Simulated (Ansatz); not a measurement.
# Pb(111) film of 5 layers: lattice stability ahead of a resistivity run

Question: is the lattice of Pb(111) film of 5 layers stable, and if so, what are its coupling constant and resistivity?

Main program and level: Ansatz 0.2.0; DFT PBE, scalar-relativistic, plane waves, PAW; PAW set soft_1.

**1. Set-up**

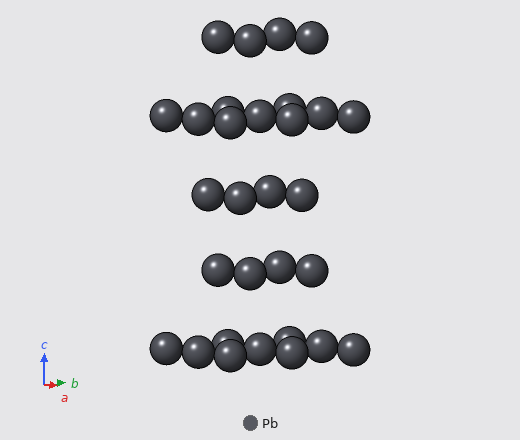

The starting structure, seen from the side, with the c axis up (lead dark grey). 2×2×1 cells are drawn. Some periodic images of atoms are drawn too.

The cell holds 5 atoms: 5 Pb. Cell: a = 3.500 Å, b = 3.500 Å, c = 22.432 Å, α = 90.0°, β = 90.0°, γ = 120.0°. It derives from Pb. Vacuum lies along c.

Coordinates:

```cif
data_structure
_symmetry_space_group_name_H-M 'P 1'
_symmetry_Int_Tables_number 1
_cell_length_a 3.5002
_cell_length_b 3.5002
_cell_length_c 22.4315
_cell_angle_alpha 90.000
_cell_angle_beta 90.000
_cell_angle_gamma 120.000
_cell_volume 238.00
loop_
_atom_site_label
_atom_site_type_symbol
_atom_site_fract_x
_atom_site_fract_y
_atom_site_fract_z
_atom_site_occupancy
Pb1 Pb 0.00000 0.00000 0.24519 1
Pb2 Pb 0.33333 0.66667 0.37260 1
Pb3 Pb 0.66667 0.33333 0.50000 1
Pb4 Pb 0.00000 0.00000 0.62740 1
Pb5 Pb 0.33333 0.66667 0.75481 1
```

**2. Relaxing cell and atoms**

Lattice constant and positions set the bands and the force constants, so the cell is relaxed first.

File input.yaml:

```yaml
crystal:
  lattice:
    - [3.50018, 0.0, 0.0]
    - [-1.75009, 3.03124, 0.0]
    - [0.0, 0.0, 22.43154]
  atoms:
    - { symbol: Pb, position: [0.0, 0.0, 0.24519053] }
    - { symbol: Pb, position: [0.33333333, 0.66666667, 0.37259526] }
    - { symbol: Pb, position: [0.66666667, 0.33333333, 0.5] }
    - { symbol: Pb, position: [0.0, 0.0, 0.62740474] }
    - { symbol: Pb, position: [0.33333333, 0.66666667, 0.75480947] }
  periodic: [true, true, false]
kpoints:
  mp_grid: { grid: [9, 9, 1] }
hamiltonian:
  xc: pbe
  pseudopotentials: { kind: paw, azcp: { folder: soft_1 } }
scf:
  occupations: { method: gaussian, width: 0.1 }
output:
  forces: true
  stress: true
  eigenvalues: true
  write_density: true
  write_potential: true
  elf: true
  volumetric_format: npy
relax:
  adjacent_minimum: "off"
  f_tol: 0.005
  max_steps: 80
  cell: { stress_2d_tol: 0.02 }
```

On the command line:

```sh
$ ansatz run input.yaml --threads 8 --pin off --max-ram 20480MiB --backend cpu --events-out ev --progress --plain --runs-dir out
```

Numbers of over 12 decimals in the logs are rounded to 6 here.

Log:

```text
Warning: crystal.periodic: the lattice vector that does not repeat stood 0.000° off the slab's normal, 22.432 Å along it as the deck builds it. The run solves the slab on a vector along the normal, 46.663 Å long, with every atom where it was (on the deck's vector they left 11.00 Å outside them, and the widest stretch free of ions among them is 2.86 Å). A fractional position that the run reports is one of the run's ce [...]
crystal.periodic: the lattice vector that does not repeat stood 0.000° off the slab's normal, 22.432 Å along it as the deck builds it. The run solves the slab on a vector along the normal, 46.663 Å long, with every atom where it was (on the deck's vector they left 11.00 Å outside them, and the widest stretch free of ions among them is 2.86 Å). A fractional position that the run reports is one of the run's cell, which [...]
Engine: ansatz 0.2.0, aarch64-unknown-linux-gnu
Pseudopotentials: kind: paw
Pseudopotential: Pb, paw, valence charge 14, recommended cutoff 420 eV (normal), soft_1/Pb.paw.azcp
Functional definition: PBE
  parameter kappa = 0.804
  parameter beta = 0.066725
  exchange = pbe_x(kappa = kappa, mu = beta*pi^2/3)
  correlation = pbe_c(beta = beta)
Crystal: 5 atoms, lattice volume = 495.090 Å³
Basis set: ecut = 420 eV, 9617 PW (Γ), exchange–correlation on 48×48×640 points (8 copies of the dense FFT grid, shifted against one another)
Bands: 42, of which v1, the nominal top of the filled ones, is band 35 counted from 1 (34 counted from 0)
Symmetry: 12 space group operations
Space group: P-3m1 (ITA 164), of the structure as read, at distance tolerance 7.9e-5 Å
k-points: 12 of 81
Non-local potential: Pb, projectors of the file, l = 0: 2, l = 1: 2, l = 2: 2, l = 3: 1
PAW form: soft (Blöchl's): semilocal exchange-correlation on the pseudo side does not see the compensation charge
PAW one-centre angular grid: Pb, 590 points (default); XC on 64 Gauss nodes
Initial density: superposition of atomic densities (neutral atoms: chi_scale 0, normalization atom)
Initial wavefunctions: pseudopotential atomic-orbital guess
Functional: x = pbe(κ = 0.804, μ = 0.219515), c = pbe(β = 0.066725)
iter 1 solved again at ethr=1.39e-3 eV; its pass at ethr=3.10e-3 eV (dr2=9.71e-1 eV) is discarded
SCF iter   1: F=—  HF=-59543.899265 eV  |F-HF|=—  |Δ(HF+E_count)|=         —  Δρ=5.04e-3  dr2=1.01e0  ethr=1.39e-3  ⟨swp⟩=1.2  Hψ=3580  notcnv=0
preconditioner: auto → LDOS  [metal: Δε(μ)=0.033 eV  Ē_g=15.707 eV  σ=0.100 eV  W_gap=0.18  n_scr=28 (ndim 8)  ℏωp=14.0 eV  f_vac=0.655  D(μ)=4.08/eV (n_scr^D=18)  β→1.0]
SCF iter   2: F=—  HF=-59543.772726 eV  |F-HF|=—  |Δ(HF+E_count)|=   1.27e-1  Δρ=2.96e-3  dr2=1.11e-1  ethr=1.39e-3  ⟨swp⟩=4.2  Hψ=1149  notcnv=0  defer=4
SCF iter   3: F=—  HF=-59543.773488 eV  |F-HF|=—  |Δ(HF+E_count)|=   7.62e-4  Δρ=2.19e-3  dr2=4.37e-2  ethr=1.59e-4  ⟨swp⟩=3.2  Hψ=1280  notcnv=0  defer=7
SCF iter   4: F=—  HF=-59543.760082 eV  |F-HF|=—  |Δ(HF+E_count)|=   1.34e-2  Δρ=2.69e-4  dr2=1.27e-3  ethr=6.24e-5  ⟨swp⟩=3.0  Hψ=1243  notcnv=0  defer=9
SCF iter   5: F=—  HF=-59543.759926 eV  |F-HF|=—  |Δ(HF+E_count)|=   1.55e-4  Δρ=1.55e-4  dr2=3.07e-4  ethr=1.81e-6  ⟨swp⟩=3.2  Hψ=1101  notcnv=0  defer=9
SCF iter   6: F=—  HF=-59543.759875 eV  |F-HF|=—  |Δ(HF+E_count)|=   5.14e-5  Δρ=4.90e-5  dr2=1.45e-5  ethr=4.39e-7  ⟨swp⟩=3.0  Hψ=1054  notcnv=0  defer=9
SCF iter   7: F=—  HF=-59543.759942 eV  |F-HF|=—  |Δ(HF+E_count)|=   6.69e-5  Δρ=9.61e-6  dr2=5.10e-7  ethr=2.07e-8  ⟨swp⟩=3.5  Hψ=1216  notcnv=0  defer=10
iter 8 did not close the SCF: its close was put off until two iterations running show no level that it waits for move by more than its bar (scf_convergence_deferred on its scf_iter line)
SCF iter   8: F=-59543.759943 eV  HF=-59543.759943 eV  |F-HF|=1.06e-8  |Δ(HF+E_count)|=   7.19e-7  Δρ=2.36e-6  dr2=4.28e-8  ethr=1.43e-10  ⟨swp⟩=23.7  Hψ=6223  notcnv=0
iter 9 did not close the SCF: its close was put off until two iterations running show no level that it waits for move by more than its bar (scf_convergence_deferred on its scf_iter line)
SCF iter   9: F=-59543.759943 eV  HF=-59543.759943 eV  |F-HF|=2.59e-9  |Δ(HF+E_count)|=   2.90e-8  Δρ=7.84e-7  dr2=1.26e-8  ethr=6.11e-11  ⟨swp⟩=11.7  Hψ=4627  notcnv=0
SCF iter  10: F=-59543.759943 eV  HF=-59543.759943 eV  |F-HF|=1.28e-9  |Δ(HF+E_count)|=   6.07e-9  Δρ=1.90e-7  dr2=5.22e-10  ethr=1.80e-11  ⟨swp⟩=10.8  Hψ=4391  notcnv=0
SCF 1 converged in 10 iterations: F = -59543.759943 eV  dr2 = 5.22e-10
  greatest PAW one-centre occupation: 0.979 electrons in one spin orbital (limit 2), on the Pb atom at site 4 (counted from 0), in its partial waves of l = 2
relax step   1: F+E_penalty+E_count = -59543.75994274 eV  Δ(F+E_penalty+E_count) = +0.000e0 eV  max|allowed force component| = 3.297e-1 eV/Å  Δτ_max = 0.0000 Å  P = +1.510 N/m  Ω = 495.090 Å³  fix = [c, alpha, beta]  reactions: c +0.000 N/m  (10 SCF iters, dr2 threshold 1.00e-7 eV, accepted)
Crystal: 5 atoms, lattice volume = 501.969 Å³
Basis set: ecut = 420 eV, 9761 PW (Γ), exchange–correlation on 48×48×640 points (8 copies of the dense FFT grid, shifted against one another)
Initial density: handed on by an earlier stage of this run
Initial wavefunctions: those handed on with the density
iter 1 solved again at ethr=1.22e-4 eV; its pass at ethr=3.10e-3 eV (dr2=8.51e-2 eV) is discarded
SCF iter   1: F=—  HF=-59543.812208 eV  |F-HF|=—  |Δ(HF+E_count)|=         —  Δρ=1.34e-3  dr2=8.25e-2  ethr=1.22e-4  ⟨swp⟩=2.6  Hψ=3355  notcnv=0
preconditioner: auto → LDOS  [insulator: Δε(μ)=0.115 eV  Ē_g=15.752 eV  σ=0.100 eV  W_gap=0.57  n_scr=28 (ndim 8)  ℏωp=13.9 eV  f_vac=0.657  D(μ)=3.16/eV (n_scr^D=14)  ε∞_Penn≈1.8  β→1.0]
SCF iter   2: F=—  HF=-59543.807678 eV  |F-HF|=—  |Δ(HF+E_count)|=   4.53e-3  Δρ=3.93e-4  dr2=1.05e-2  ethr=1.18e-4  ⟨swp⟩=2.2  Hψ=768  notcnv=0
SCF iter   3: F=—  HF=-59543.807153 eV  |F-HF|=—  |Δ(HF+E_count)|=   5.25e-4  Δρ=3.05e-4  dr2=1.09e-3  ethr=1.50e-5  ⟨swp⟩=3.2  Hψ=929  notcnv=0
SCF iter   4: F=—  HF=-59543.806920 eV  |F-HF|=—  |Δ(HF+E_count)|=   2.33e-4  Δρ=3.92e-5  dr2=1.98e-5  ethr=1.56e-6  ⟨swp⟩=3.1  Hψ=993  notcnv=0
SCF iter   5: F=—  HF=-59543.806983 eV  |F-HF|=—  |Δ(HF+E_count)|=   6.37e-5  Δρ=1.69e-5  dr2=1.85e-6  ethr=2.82e-8  ⟨swp⟩=3.3  Hψ=1161  notcnv=0
iter 6 did not close the SCF: its close was put off until two iterations running show no level that it waits for move by more than its bar (scf_convergence_deferred on its scf_iter line)
SCF iter   6: F=-59543.806983 eV  HF=-59543.806983 eV  |F-HF|=1.70e-7  |Δ(HF+E_count)|=   1.52e-7  Δρ=4.93e-6  dr2=4.19e-7  ethr=7.14e-10  ⟨swp⟩=23.9  Hψ=6271  notcnv=0
[...]
SCF iter   3: F=—  HF=-59543.808045 eV  |F-HF|=—  |Δ(HF+E_count)|=   4.79e-5  Δρ=2.08e-5  dr2=7.33e-6  ethr=4.56e-8  ⟨swp⟩=3.4  Hψ=1040  notcnv=0
SCF iter   4: F=—  HF=-59543.808045 eV  |F-HF|=—  |Δ(HF+E_count)|=   7.06e-7  Δρ=7.35e-6  dr2=3.28e-7  ethr=1.05e-8  ⟨swp⟩=3.3  Hψ=1147  notcnv=0
SCF iter   5: F=-59543.808045 eV  HF=-59543.808045 eV  |F-HF|=2.20e-8  |Δ(HF+E_count)|=   1.22e-8  Δρ=1.99e-6  dr2=6.54e-8  ethr=1.48e-10  ⟨swp⟩=22.8  Hψ=5909  notcnv=0
SCF 3 converged in 5 iterations: F = -59543.808045 eV  dr2 = 6.54e-8
  greatest PAW one-centre occupation: 0.978 electrons in one spin orbital (limit 2), on the Pb atom at site 2 (counted from 0), in its partial waves of l = 2
relax step   3: F+E_penalty+E_count = -59543.80804454 eV  Δ(F+E_penalty+E_count) = -1.061e-3 eV  max|allowed force component| = 3.797e-3 eV/Å  Δτ_max = 0.0224 Å  P = +0.118 N/m  Ω = 502.653 Å³  energy of the carried Pulay correction = -4.407e-4 eV  fix = [c, alpha, beta]  reactions: c +0.000 N/m  (5 SCF iters, dr2 threshold 1.04e-7 eV, accepted)
[...]
relax step   4: F+E_penalty+E_count = -59543.80810149 eV  Δ(F+E_penalty+E_count) = -5.695e-5 eV  max|allowed force component| = 3.515e-3 eV/Å  Δτ_max = 0.0046 Å  P = +0.052 N/m  Ω = 503.367 Å³  energy of the carried Pulay correction = -4.817e-4 eV  fix = [c, alpha, beta]  reactions: c +0.000 N/m  (6 SCF iters, dr2 threshold 7.63e-9 eV, accepted)
[...]
relax step   5: F+E_penalty+E_count = -59543.80810852 eV  Δ(F+E_penalty+E_count) = -7.033e-6 eV  max|allowed force component| = 7.491e-4 eV/Å  Δτ_max = 0.0080 Å  P = -0.004 N/m  Ω = 504.181 Å³  energy of the carried Pulay correction = -5.284e-4 eV  fix = [c, alpha, beta]  reactions: c -0.000 N/m  (7 SCF iters, dr2 threshold 1.45e-9 eV, accepted)
Initial wavefunctions: pseudopotential atomic-orbital guess (no wavefunctions were taken with the density)
iter 1 solved again at ethr=4.20e-7 eV; its pass at ethr=3.10e-3 eV (dr2=2.94e-4 eV) is discarded
SCF iter   1: F=—  HF=-59543.808419 eV  |F-HF|=—  |Δ(HF+E_count)|=         —  Δρ=2.37e-5  dr2=3.98e-7  ethr=4.20e-7  ⟨swp⟩=5.7  Hψ=5062  notcnv=0
eigensolver tolerance schedule: the retry pair's looser diagonalisation over-reported the residual by 737.53 of it (diagonalisation noise at 0.11 of the residual, at the tolerance the schedule requests for it); recorded, not acted on — ethr = c·dr2/N_el stays at c = 1.0e-1
preconditioner: auto → LDOS  [insulator: Δε(μ)=0.116 eV  Ē_g=15.752 eV  σ=0.100 eV  W_gap=0.58  n_scr=28 (ndim 8)  ℏωp=13.8 eV  f_vac=0.660  D(μ)=3.73/eV (n_scr^D=16)  ε∞_Penn≈1.8  β→1.0]
SCF iter   2: F=—  HF=-59543.808646 eV  |F-HF|=—  |Δ(HF+E_count)|=   2.27e-4  Δρ=6.63e-6  dr2=1.66e-7  ethr=5.69e-10  ⟨swp⟩=4.3  Hψ=1552  notcnv=0
SCF iter   3: F=—  HF=-59543.808644 eV  |F-HF|=—  |Δ(HF+E_count)|=   1.84e-6  Δρ=1.20e-6  dr2=2.72e-9  ethr=2.37e-10  ⟨swp⟩=2.6  Hψ=941  notcnv=0
SCF iter   4: F=—  HF=-59543.808646 eV  |F-HF|=—  |Δ(HF+E_count)|=   1.69e-6  Δρ=1.44e-7  dr2=1.01e-10  ethr=3.89e-12  ⟨swp⟩=4.2  Hψ=1458  notcnv=0
SCF iter   5: F=—  HF=-59543.808646 eV  |F-HF|=—  |Δ(HF+E_count)|=   7.59e-8  Δρ=2.29e-8  dr2=9.78e-12  ethr=1.00e-12  ⟨swp⟩=1.7  Hψ=540  notcnv=0
SCF iter   6: F=—  HF=-59543.808646 eV  |F-HF|=—  |Δ(HF+E_count)|=   3.97e-9  Δρ=1.59e-8  dr2=2.12e-12  ethr=1.00e-12  ⟨swp⟩=14.9  Hψ=3542  notcnv=0
SCF iter   7: F=-59543.808646 eV  HF=-59543.808646 eV  |F-HF|=3.35e-10  |Δ(HF+E_count)|=  7.28e-11  Δρ=5.46e-9  dr2=1.25e-13  ethr=1.00e-12  ⟨swp⟩=6.6  Hψ=2371  notcnv=0
SCF 6 converged in 7 iterations: F = -59543.808646 eV  dr2 = 1.25e-13
relax step   6: F+E_penalty+E_count = -59543.80864614 eV  Δ(F+E_penalty+E_count) = -5.376e-4 eV  max|allowed force component| = 7.394e-4 eV/Å  Δτ_max = 0.0000 Å  P = -0.004 N/m  Ω = 504.181 Å³  fix = [c, alpha, beta]  reactions: c -0.000 N/m  stress off target by 4.20e-3 N/m on what of the cell is left free  SCF on the basis re-selected at this cell (its energy is not comparable with the rows above)  (7 SCF iters)
basis re-selected at this cell: Δ(F+E_penalty+E_count) = -5.376e-4 eV, ΔP = +0.000 N/m vs the last step (what re-selecting the basis moved, of the pressure what is left beyond the Pulay correction that the steps carried, after the strain that the cell walked since its last selection, with what the two solves' SCF thresholds leave and, on support functions, any second-order correction that the steps lacked; it is no m [...]
WARN: The input density's exchange-correlation potential varies sharply where the density is thin. Do not read a vacuum level from v_tot or v_xc, or from such a field of the output density. On a cell that repeats whose density bears no net charge and no dipole along the vacuum's axis use v_es (v_loc + v_h of the components); under efield.dipole_correction with no amplitude use v_es + v_field, which holds any external [...]
SCF converged after 7 iterations
Free energy (F): -59543.808646 eV
Harris-Foulkes:  -59543.808646 eV  (|F-HF|=3.35e-10)
Internal energy: -59543.789988 eV  (E = F + TS)
E sigma→0 (E₀):  -59543.799317 eV
Entropy (-TS):   -0.018658 eV (-3.732 meV/atom)
Fermi energy:    -3.717865 eV
--- Per-component energies (eV) ---
  E_band       = -1215.760087
  E_kinetic    = 1463.205731
  E_local      = -288323.980989  (includes V_loc(G=0)·N_el)
  E_nonlocal   = 1525.655677
  E_hartree    = 143077.445305
  E_xc         = -1027.442236
  E_vxc        = -687.745866  (∫ρ·V_xc dr)
  E_paw        = -51965.509609  (= ΣΔE_a)
  E_vpaw       = -1347.785257  (= ΣTr[D̂ρ^β])
  E_aug_tail   = -0.000038  (compensation charges beyond the density's cutoff)
  E_ewald      = 135706.836172
  E_smearing   = -0.018658  (= −TS)
  E_closure    = 0.000000  (closes the sum)
  Σ components = -59543.808646   (vs F -59543.808646, Δ=0.00e0)
--- Forces (eV/Å), atoms counted from 1 ---
  atom   1  Pb    -0.00000000    -0.00000000     0.00058312
  atom   2  Pb     0.00000000     0.00000000     0.00073935
  atom   3  Pb    -0.00000000    -0.00000000     0.00000000
  atom   4  Pb     0.00000000    -0.00000000    -0.00073935
  atom   5  Pb    -0.00000000     0.00000000    -0.00058312
  max |Σ_I F_I| component: 9.25e-18 eV/Å
--- 2D stress c σ (N/m, compression-positive) ---
       -0.004202       0.000000       0.000000
       -0.000000      -0.004202       0.000000
        0.000000       0.000000      -0.000000
  P = ½ c Tr σ = -0.0042 N/m
--- Band table (eV; the first three rows and the last of 12) ---
  k-point 0: bands = [... 31 lower, -5.9429, -3.9356, -1.8121 (-1.8121°), -0.5924 (-0.5968°), -0.0275 (-0.0931°), 0.5276, 1.0504, 1.5741, ... 3 higher]
  k-point 1: bands = [... 31 lower, -5.7410, -3.7922, -1.7403 (-1.7403°), -0.4611 (-0.4641°), -0.2361 (-0.2362°), -0.0379 (-0.0518°), 0.2602 (0.1952°?), 0.4860, ... 3 higher]
  k-point 2: bands = [... 31 lower, -5.2081, -3.8041, -3.0550, -2.7607, -2.2181, -1.3733, -1.0738 (-1.0738°), -0.5298 (-0.5299°), ... 3 higher]
  k-point 11: bands = [... 31 lower, -6.0463, -6.0463, -5.8177, -5.3199, -5.3199, -4.5337, -4.4557, -4.4557, ... 3 higher]
  ° read free of the cell's end (the report's vacuum.weakly_bound_levels)
  °? not known for the slab's own: over its row's bound_up_to_ev there, or no deeper under its free states than its continued_xc_part_ev in size
--- Relaxed structure (5 steps of the walk, 5 accepted, 1 SCFs on fresh bases) ---
  F+E_penalty+E_count = -59543.80864614 eV   max|allowed force component| = 7.394e-4 eV/Å   (the final SCF, on the basis selected at the relaxed cell)
  cell:  # Å, volume = 504.1806 Å³
    - [3.532166, 0.0, 0]
    - [-1.766083, 3.058945, 0]
    - [0, 0, 46.663075]
  atoms:
    - { symbol: Pb, position: [1.962635693111383e-17, -1.4802971952162203e-18, 0.117129] }
    - { symbol: Pb, position: [0.333333, 0.666667, 0.176113] }
    - { symbol: Pb, position: [0.666667, 0.333333, 0.240356] }
    - { symbol: Pb, position: [2.3312792766407445e-17, -1.4802971952162155e-18, 0.304600] }
    - { symbol: Pb, position: [0.333333, 0.666667, 0.363584] }
```

Elapsed: 20 s, on 8 threads of Arm Neoverse V1, shared host; peak memory 1.3 GiB; 2.5 min of CPU time.

Relaxation path:

```tsv
step	energy less that of the first step (eV)	largest force component (eV/Å)	volume (Å³)
1	0.0000	0.3297	495.09
2	-0.0470	0.0407	501.97
3	-0.0481	0.0038	502.65
4	-0.0482	0.0035	503.37
5	-0.0482	0.0007	504.18
6*	-0.0487	0.0007	504.18
```

Relaxation steps marked * repeat the geometry before them on a plane-wave basis chosen anew for their cell, so energy and pressure can jump there.

The run keeps the 12 symmetry operations that it works with, so distortions that break them were not tested.

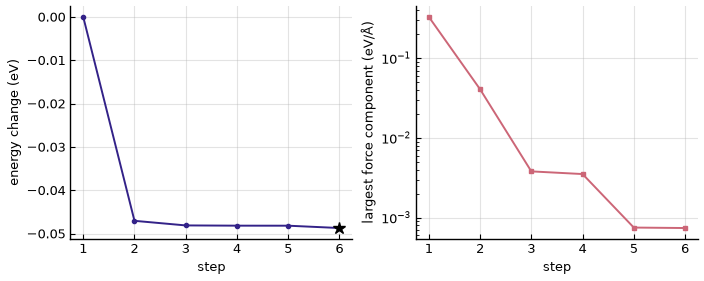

Energy and largest force along the relaxation. Stars mark steps on a basis chosen anew.

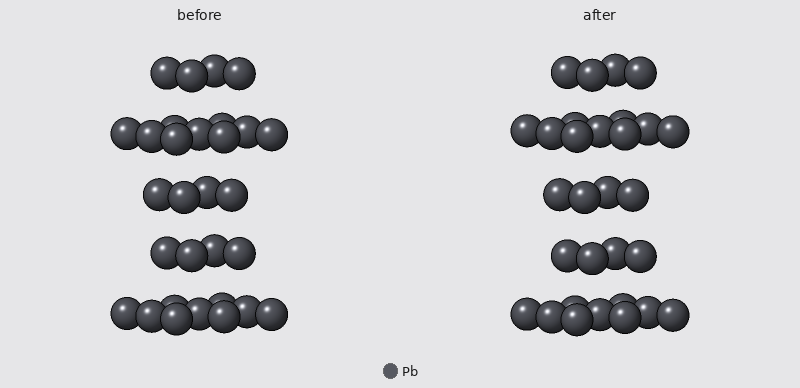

The structure before and after the relaxation, drawn at the same scale.

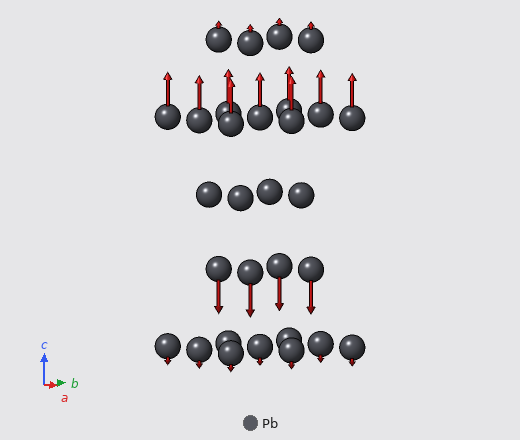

Displacements in the relaxation, exaggerated, measured against the changing cell; the longest in the cell stands for 0.14 Å. 2×2×1 cells are drawn. Some periodic images of atoms are drawn too.

```tsv
cell as run	before	after	change
a (Å)	3.500	3.532	+0.9 %
b (Å)	3.500	3.532	+0.9 %
```

The atoms that moved most (Å, along periodic axes as changes of fractional coordinates times the final cell, across vacuum about the mean position):

```tsv
atom	dx	dy	dz	length
Pb2	0.000	0.000	-0.140	0.140
Pb4	0.000	0.000	0.140	0.140
Pb5	0.000	0.000	0.034	0.034
Pb1	0.000	0.000	-0.034	0.034
```

Final coordinates:

```xyz
5
Lattice="3.5322 0.0000 0.0000 -1.7661 3.0589 0.0000 0.0000 0.0000 46.6631" Properties=species:S:1:pos:R:3
Pb    0.0000    0.0000    5.4656
Pb    0.0000    2.0393    8.2180
Pb    1.7661    1.0196   11.2158
Pb    0.0000    0.0000   14.2136
Pb    0.0000    2.0393   16.9660
```

Numbers from this step:

- metallic on mesh: yes
- gap on the k-mesh: 0 eV

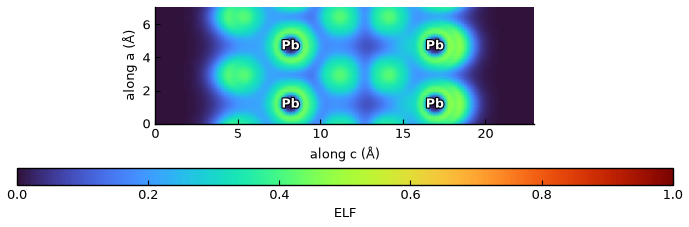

ELF in the ca plane at fractional y = 0.667, with atoms of Pb within 0.2 Å of it. It is the smooth field of the valence electrons, not physical close to the nuclei. The far vacuum is left out of the map.

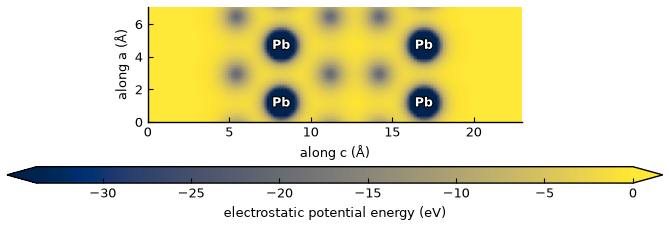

Electrostatic potential energy in the ca plane at fractional y = 0.667, with atoms of Pb within 0.2 Å of it. With pseudopotentials it is smooth inside the atoms' cores, unlike the true potential. The far vacuum is left out of the map.

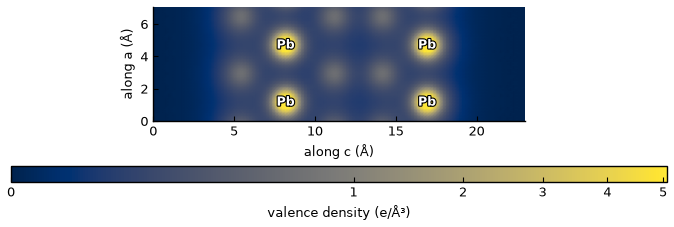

Valence density in the ca plane at fractional y = 0.667, with atoms of Pb within 0.2 Å of it. It is the smooth field of the valence electrons, not physical close to the nuclei. The colour scale is stretched toward low values. The far vacuum is left out of the map.

The relaxation ends with a largest force component of 7.4e-4 eV/Å.

(Part 1 of 3 ends here.)

[Logs are printed without paths, hosts, clocks, repeated set-up lines and the standing remarks that a program may print on its own settings, such as how far it seeks lower states.]

[Hosts, paths, dates, database ids (printed as entryN), source tags and the programs' standing remarks are cut or masked in the printed files.]
